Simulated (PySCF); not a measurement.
**C₂H₁₀BNSi₂ (SMILES CB1C[SiH2][SiH2]N1): density, localisation and related maps**

```xyz
16

C    -2.2981   -0.6805   -0.0442
B    -0.7845   -0.1983   -0.0079
C     0.3986   -1.1427   -0.5142
Si    2.0818   -0.2660   -0.3050
Si    1.2050    1.6816    0.5578
N    -0.4378    1.0714    0.4716
H    -2.5995   -0.9553   -1.0540
H    -2.9986    0.0733    0.3119
H    -2.4397   -1.5704    0.5678
H     0.2311   -1.4204   -1.5565
H     0.3804   -2.0880    0.0311
H     2.9757   -1.0247    0.5860
H     2.7874   -0.1432   -1.5916
H     1.4376    2.0630    1.9603
H     1.2314    2.9316   -0.2181
H    -1.1782    1.6775    0.7936
```

Geometry: GFN2-xTB.

All numbers below come from B3LYP/def2-SVPD, SCF density, gas phase in PySCF.

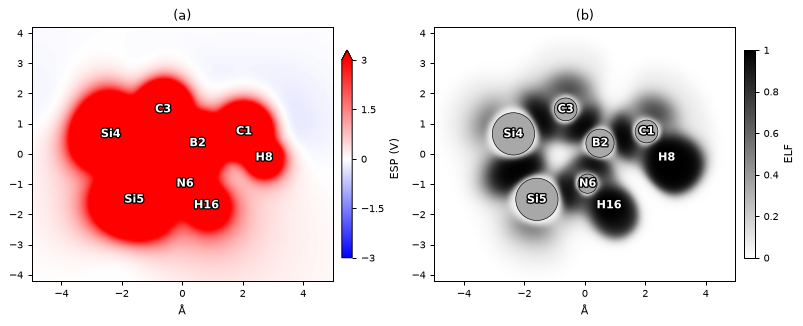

Figure 1. (a) electrostatic potential; (b) ELF on the plane of atoms C1, B2 and C3. Grey discs cover the atomic cores in the ELF map.

Question: Interpret the plot.

Answer:
- Atoms in the plane: C, B, Si, N and H.
- B–N (1.40 Å): the ELF peaks at about 0.95 between the atoms: a polar covalent bond.
- C–B (1.59 Å): the ELF peaks at about 1 between the atoms; a shared electron pair.
- Si–N (1.75 Å): the ELF peaks at about 0.95 between the atoms; a shared but strongly polarised pair.
- C–Si (1.91 Å): the ELF peaks at about 0.95 between the atoms (a covalent bond).
- Si–Si (2.30 Å): the ELF peaks at about 1 between the atoms; a shared electron pair.
- The potential has no marked negative region in this plane.

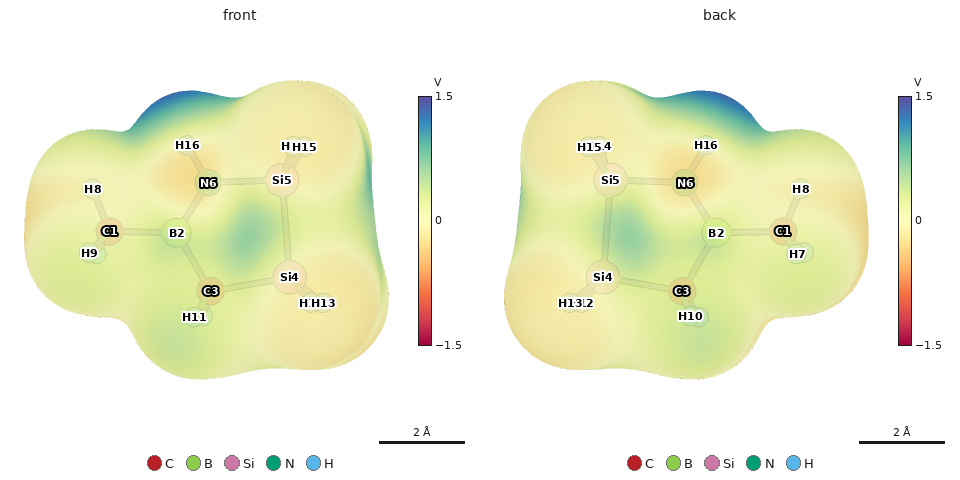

Figure 2. The electrostatic potential painted on the density surface at 0.001 e/bohr³, seen from the front and from behind; the colour scale runs from red (negative) to blue (positive).

Question: Describe the electrostatic potential map.

Answer: The most negative region (about −0.3 V) lies over C1 and N6, the most positive (about +1.3 V) over H16.
